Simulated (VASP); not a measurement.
Band structure of FeNi3 (space group Pm-3m). Calculation: PBE GGA, VASP's PBE PAW potentials (set 64) (plane waves; VASP).

The run has a spin-polarised start.

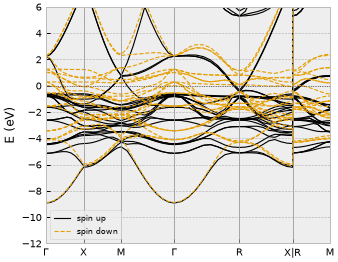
Bands along high-symmetry lines, zero at the valence-band maximum or, without a gap, the Fermi level

Problem. Read the plot: is there a gap, and where are the band edges?

Solution. It has no gap at this level: it comes out as a metal or semimetal.

The structure comes from a computed database's FeNi3 entry; how it stands against other phases isn't given here. The cell was not relaxed at this level.
